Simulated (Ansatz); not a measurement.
A series of calculations on BNH$_{6}$

### Relaxation

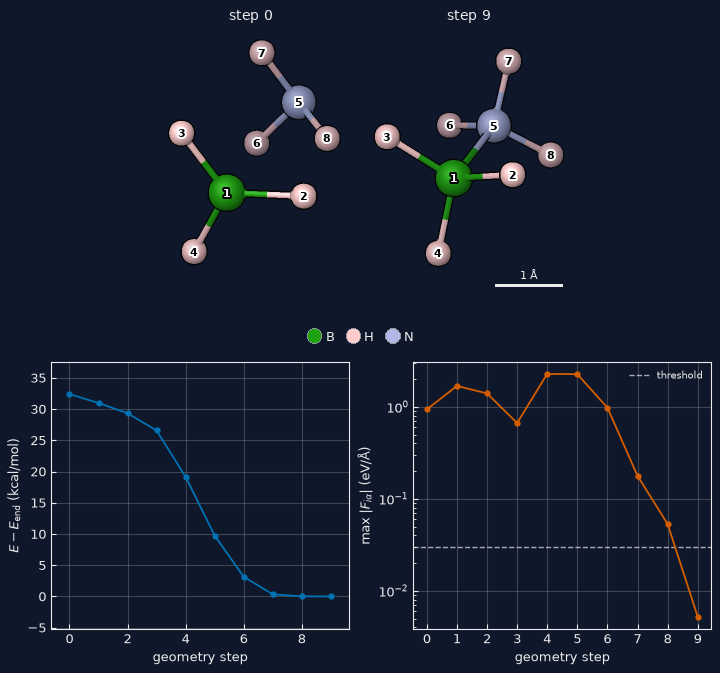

First and last geometry of a relaxation of BNH₆, with the history of the run. A ball-and-stick model, seen from a free direction.

The run prepares an end point of a later path (reaction) calculation, from a guessed geometry.

The calculation used Ansatz 0.2.0, RKS r2SCAN-D4/def2-SVP. Settings: no spin polarisation; force threshold 0.03 eV/Å; at most 50 steps.

Question: Read the history and describe the run.

Answer: It converged. After 9 geometry steps the energy has fallen by 32.4 kcal/mol. The largest force component goes from 0.94 to 0.0052 eV/Å. N5 moves most after the best rigid fit: 0.71 Å. Largest moves by element: N 0.71 Å, H 0.66 Å, B 0.39 Å. Among the contacts that change: B1–N5 2.735 → 1.645 Å, B1–H2 1.197 → 1.224 Å, N5–H8 1.041 → 1.022 Å, B1–H3 1.205 → 1.224 Å. New bonds form, among them: B1–N5 (2.74 → 1.65 Å). Among the angles between lasting bonds that change: H3–B1–H4 120.6° → 113.4°, H2–B1–H3 119.8° → 113.4°. Cost: 17 s on 1 thread of Arm Neoverse V2, with other jobs on the host, peak memory 0.11 GiB.

### Relaxation

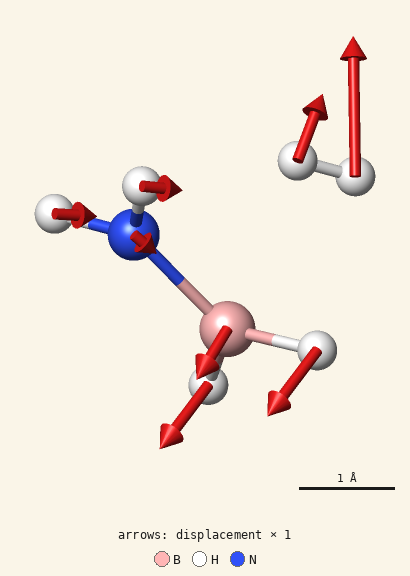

This is a relaxation of BNH₆. The starting structure is drawn; red arrows show the displacements, at their true length. The two geometries are superimposed by the best rigid fit.

A ball-and-stick model, seen at a tilt.

The run prepares an end point of a later path (reaction) calculation, from a guessed geometry.

These are results of RKS r2SCAN-D4/def2-SVP in Ansatz, not measurements. (no spin polarisation; force threshold 0.03 eV/Å; at most 50 steps)

What happened in the run?

The energy falls by 35.8 kJ/mol in 18 accepted moves (21 points after the start). Largest force component: 2.5 eV/Å at the start, 0.028 eV/Å at the end. The line search rejected the trial steps at points 7, 11, 18 of the run. The forces were under the threshold at step 13, but the run went on from there. The atom that moves furthest after the best rigid fit is an H atom (1.51 Å). By element the largest moves are H 1.51 Å, B 0.70 Å, N 0.33 Å. Some distances before and after: B–N 1.467 → 1.392 Å, H–H 0.718 → 0.760 Å. The run took 33 s on 1 thread of Arm Neoverse V2 (shared host), peak memory 0.11 GiB.

### Path

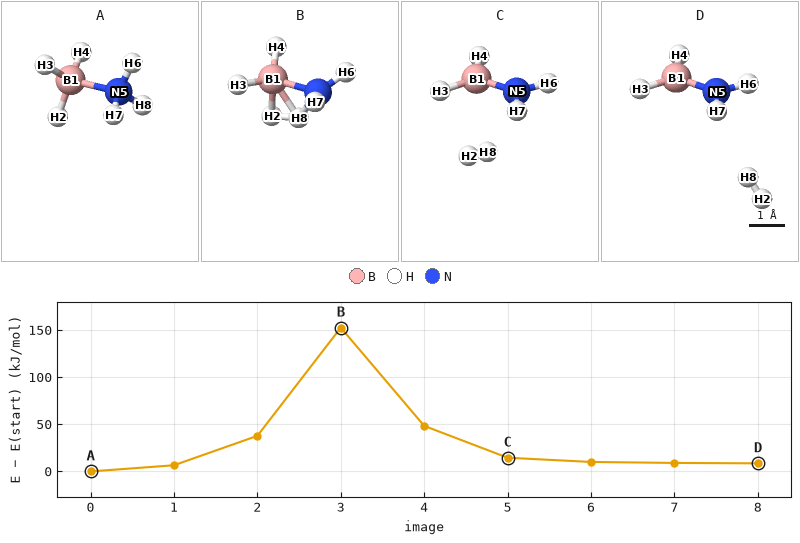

NEB run on BNH6. Images are numbered from 0 (start) to 8 (end). Frames A to D are images 0, 3, 5, 8. Style: ball-and-stick. Shown at a tilt.

Theory: RKS r2SCAN-D4/def2-SVP (Ansatz). Run with 7 movable images; climbing image; force threshold 0.05 eV/Å; iteration limit 60; starting path through a guess of the saddle point.

Q: Describe the mechanism and the energy profile.

A: The highest point, image 3, lies 152.6 kJ/mol above the start and 144.0 kJ/mol above the end; the end is at +8.6 kJ/mol relative to the start. Breaking: B1–H2 (1.22 → 1.38 at the top → 4.35 Å), N5–H8 (1.02 → 1.41 at the top → 2.83 Å). Forming: H2–H8 (2.57 → 0.99 at the top → 0.76 Å). The band converged in 16 iterations. The largest component of the band force went from 7.2 to 0.017 eV/Å. The climbing image converged on the top of the path. Its vibrational analysis gives one imaginary mode (1250i cm⁻¹), as a transition state must have.

Cost: 2.9 min on 1 thread of Arm Neoverse V2, with other jobs on the host, peak memory 0.11 GiB.
